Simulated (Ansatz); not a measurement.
# singlet InHCl+: levels of theory compared

Aim: a comparison of 6 runs (HF/STO-3G, PBE/STO-3G, MP2/STO-3G, BCCD(T)/STO-3G, CCSD/STO-3G, FCI/STO-3G) of singlet InHCl+. 

Program for the calculation: Ansatz 0.2.0.

69 further runs of the same task are left out: 6 that didn't finish, 63 set aside as unsound or not needed.

## (1) The structure to begin with

The species is InHCl+ (3 atoms), meant as a singlet with charge +1. SMILES of the parent species: `[Cl][InH]`. Geometry: relaxed at PBE0-D4/def2-TZVP. That shape belongs to the parent species and isn't relaxed for this state.

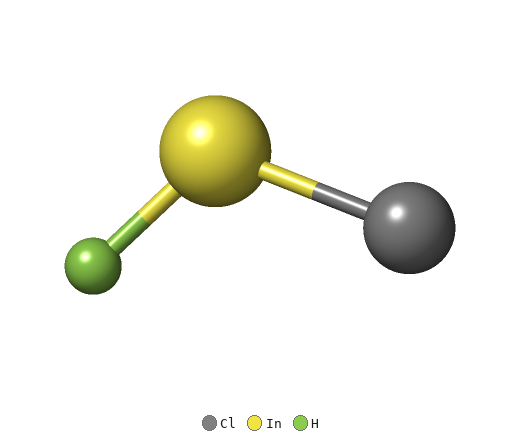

Viewed from a chosen angle; chlorine grey, indium yellow, hydrogen green.

## (2) The energy at HF/STO-3G (run 1)

input.yaml reads:

```yaml
crystal:
  periodic: [false, false, false]
  atoms:
    - {symbol: Cl, position_ang: [-1.649800, 0.396800, -0.867400]}
    - {symbol: In, position_ang: [0.409500, 0.542400, 0.286100]}
    - {symbol: H, position_ang: [1.229400, -1.003900, 0.568100]}
basis:
  gaussian: {orbitals: STO-3G}
total_charge: 1
hamiltonian: {xc: hf}
accuracy: high
```

The run is started by

```console
$ ansatz run input.yaml --threads 1 --pin off --max-ram 2610MiB --events-out events.jsonl --progress --plain --runs-dir runs
```

Output:

```text
Warning: RAYON_NUM_THREADS=1 ignored (pool sized by the plan → 1); use --threads N
Functional definition: HF
  name "HF"
  exchange = exact_x
  correlation = 0
662 factors; integrals over basis functions are off by at most 8.9e-9 eV
mean field evaluation 1: about -167017.4961 eV, gradient 1.6e1 eV
mean field evaluation 2: about -167017.5161 eV, gradient 1.6e1 eV
mean field evaluation 4: about -167020.1288 eV, gradient 1.1e0 eV
mean field evaluation 8: about -167020.1407 eV, gradient 1.9e-3 eV
mean field -167020.14068374 eV, -6137.8769598099 hartree, gradient 3.3e-8 eV, S^2 0.000000; 0 other end points of the search recorded, 0 dependent functions left out
reference -167020.14068374 eV, -6137.8769598099 hartree; 33, 33 occupied and 4, 4 virtual orbitals, 662 factors
Total energy: -167020.14068374 eV, -6137.8769598099 hartree
```

It took 0.6 s on 1 thread of Arm Neoverse V1, shared host.

## (3) The energy at PBE/STO-3G (run 2)

molecule.yaml reads:

```yaml
crystal:
  periodic: [false, false, false]
  atoms:
    - symbol: Cl
      position_ang: [-1.649800, 0.396800, -0.867400]
    - symbol: In
      position_ang: [0.409500, 0.542400, 0.286100]
    - symbol: H
      position_ang: [1.229400, -1.003900, 0.568100]
basis:
  gaussian: {orbitals: STO-3G}
total_charge: 1
hamiltonian: {xc: {name: PBE}}
accuracy: high
```

The run is started by

```console
$ ansatz run molecule.yaml --threads 1 --pin off --max-ram 2610MiB --events-out events.jsonl --progress --plain --runs-dir runs
```

Output:

```text
Warning: RAYON_NUM_THREADS=1 ignored (pool sized by the plan → 1); use --threads N
Functional definition: PBE
  name "PBE"
  parameter kappa = 0.804
  parameter beta = 0.06672455060314922
  exchange = pbe_x(kappa = kappa, mu = beta*pi^2/3)
  correlation = pbe_c(beta = beta)
662 factors; integrals over basis functions are off by at most 8.9e-9 eV
mean field evaluation 1: about -167056.6732 eV, gradient 4.5e1 eV
mean field evaluation 2: about -166948.1101 eV, gradient 1.2e2 eV
mean field evaluation 4: about -167067.4802 eV, gradient 8.4e0 eV
mean field evaluation 8: about -167067.9873 eV, gradient 3.0e-1 eV
mean field evaluation 16: about -167067.9879 eV, gradient 1.1e-6 eV
mean field -167067.98789879 eV, -6139.6353125309 hartree, gradient 2.5e-8 eV, S^2 0.000000; 0 other end points of the search recorded, 0 dependent functions left out
reference -167067.98790058 eV, -6139.6353125969 hartree; 33, 33 occupied and 4, 4 virtual orbitals, 662 factors
Total energy: -167067.98790058 eV, -6139.6353125969 hartree
```

It took 1.8 s on 1 thread of Arm Neoverse V1, shared host; peak memory 0.098 GiB.

Runs 3 to 5 aren't shown in full; the table further down has their settings and results.

## (4) The energy at FCI/STO-3G (run 6)

Changes to input.yaml since step 2:

```diff
@@ -9,3 +9,3 @@
 total_charge: 1
-hamiltonian: {xc: hf}
+correlation: {method: fci, frozen_orbitals: {Cl: 5, H: 0, In: 18}}
 accuracy: high
```

The run is started by

```console
$ ansatz run input.yaml --threads 1 --pin off --max-ram 2610MiB --events-out events.jsonl --progress --plain --runs-dir runs
```

Output:

```text
Warning: RAYON_NUM_THREADS=1 ignored (pool sized by the plan → 1); use --threads N
[... 4 set-up lines as earlier in the session ...]
662 factors; integrals over basis functions are off by at most 8.9e-9 eV
mean field evaluation 1: about -167017.4961 eV, gradient 1.6e1 eV
mean field evaluation 2: about -167017.5161 eV, gradient 1.6e1 eV
mean field evaluation 4: about -167020.1288 eV, gradient 1.1e0 eV
mean field evaluation 8: about -167020.1407 eV, gradient 1.9e-3 eV
mean field -167020.14068374 eV, -6137.8769598099 hartree, gradient 3.3e-8 eV, S^2 0.000000; 0 other end points of the search recorded, 0 dependent functions left out
23 core orbitals not correlated: weight in the atoms' cores, before any rotation towards them, 1.000 or more for the frozen orbitals, at most 0.000 for the correlated occupied ones
reference -167020.14068374 eV, -6137.8769598099 hartree; 10, 10 occupied and 4, 4 virtual orbitals, 662 factors
state -167021.50377974 eV, -6137.9270526642 hartree
Total energy: -167021.50377974 eV, -6137.9270526642 hartree
```

It took 2.5 s on 1 thread of Arm Neoverse V1, shared host; peak memory 0.12 GiB.

## (5) Overview of the runs

| run | level | frozen core orbitals | energy (Eh) | wall time |
| --- | --- | --- | --- | --- |
| 1 | HF/STO-3G | – | -6137.876960 | 0.6 s |
| 2 | PBE/STO-3G | – | -6139.635313 | 1.8 s |
| 3 | MP2/STO-3G | 23 | -6137.909307 | 0.75 s |
| 4 | BCCD(T)/STO-3G | 23 | -6137.926311 | 0.86 s |
| 5 | CCSD/STO-3G | 23 | -6137.924115 | 0.83 s |
| 6 | FCI/STO-3G | 23 | -6137.927053 | 2.5 s |

## (6) Summary of results

```
                                           quantity           value
                                run 6: total energy  -6137.92705 Eh
run 6: correlation energy (23 core orbitals frozen)       -50.1 mEh
```

In words: Against full CI in this basis: HF +50.1 mEh; MP2 +17.7 mEh; BCCD(T) +0.7 mEh; CCSD +2.9 mEh. In runs 1, 2, 3, 4, 5, 6 the basis is minimal, so the values are rough. In runs 1, 2, 3, 4, 5, 6 relativity is left out where basis or elements ask for it. All runs together took 7.4 s, the longest 2.5 s.
